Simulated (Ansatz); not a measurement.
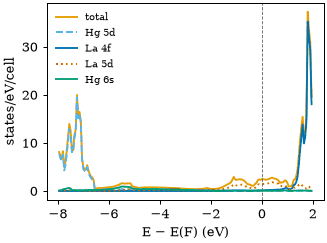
Total and projected density of states of LaHg₂ in space group P6/mmm (No. 191; La on 1a, Hg on 2d), r²SCAN in the plane-wave PAW code Ansatz

Q: Which orbitals carry the states next to the Fermi level?

A: Within 0.5 eV of the Fermi level: La 5d 60 %, La 4f 7 %, outside the projected shells 24 %. Projections are on Löwdin-orthogonalised atomic valence shells; empty p or d shells of many metals are not among them.

Q: Where is the tallest occupied peak in this window, and what makes it?

A: Near -7.2 eV, about 20 states/eV per cell; the largest projected share is Hg 5d.

The workflow started from an entry of the Crystallography Open Database (COD), which files this formula under 2 space groups. Its standing as an ambient phase is unchecked. Symmetry was held in the r²SCAN relaxation; its stability against distortions is not shown here. Spin–orbit coupling is left out wherever it is not named.

Potentials: the later of the program's two PAW sets.
